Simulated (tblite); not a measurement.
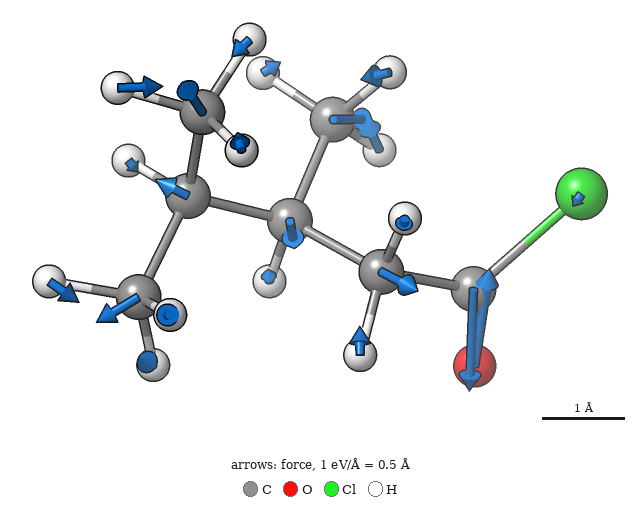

Starting geometry of C7H13ClO with the computed forces as blue arrows. Style: ball-and-stick. Shown at a tilt.

Method: GFN2-xTB geometry optimisation, gas phase (tblite). 

**What follows when this structure is relaxed?**

It isn't relaxed: the largest force vector, on the O atom, is 2.92 eV/Å. The final displacements have little in common with the starting forces (cosine between the two patterns 0.19). After 158 geometry steps the energy has fallen by 13.7 kcal/mol. The atom that moves furthest after the best rigid fit is the Cl atom (1.79 Å). By element the largest moves are Cl 1.79 Å, H 0.78 Å, O 0.49 Å, C 0.34 Å. Among the contacts that change: C–C 1.489 → 1.542 Å, C–H 1.132 → 1.087 Å, C–O 1.227 → 1.182 Å, C–C 1.503 → 1.528 Å. Bond angles that change, for instance: C–C–O 121.9° → 129.8°, C–C–C 105.9° → 112.2°, H–C–H 114.7° → 108.4°. Groups turn about C–C by about 70°, C–C by about 25°, C–C by about 20°.
